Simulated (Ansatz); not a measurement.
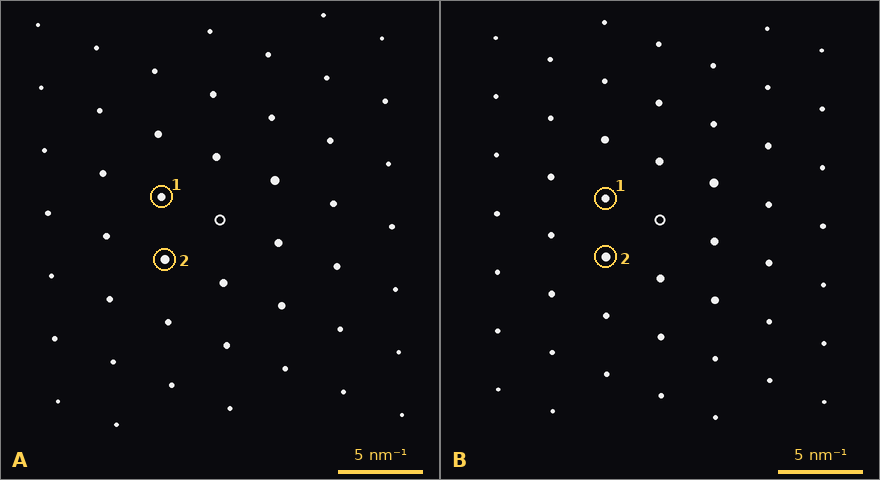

Kinematic electron diffraction patterns (120 kV, B = 0.5 Å², same scale) along [010] of the run's own cell, for the start and the end of one relaxation of BeHg with Ansatz 0.2.0, DFT PBE, scalar-relativistic, plane waves, PAW. k mesh 18×18×18. The start is a generated model structure, and the relaxation ends in the nearest stationary point of its symmetry, not necessarily the ground state. Spot 1 is 0 0 -1 and spot 2 is -1 0 -1 in both.

Start structure:

```yaml
crystal:
  lattice:
    - [1.71716, 0.99140, 3.29275]
    - [-1.71716, 0.99140, 3.29275]
    - [0.00000, -1.98280, 3.29275]
  atoms:
    - { symbol: Be, position: [0.00000, 0.00000, 0.00000] }
    - { symbol: Hg, position: [0.50000, 0.50000, 0.50000] }
```

**Which pattern belongs to the start structure, and which to the relaxed one?**

B is the start: its cell gives d(1) = 2.848 Å, d(2) = 2.548 Å and an angle of 56.0°. A is the relaxed structure, with d(1) = 2.656 Å (-6.8 %), d(2) = 2.461 Å (-3.4 %) and 57.3°.

**What did the relaxation do to the structure and the energy?**

The volume changed by -3.1 % to 16.29 Å³ an atom; the fractional coordinates hardly changed; the space group stayed R-3m (No. 166); the free energy fell by 23 meV an atom. Relaxed cell: a = 4.197 Å, b = 4.197 Å, c = 4.197 Å, α = 44.14°, β = 44.14°, γ = 44.14°.
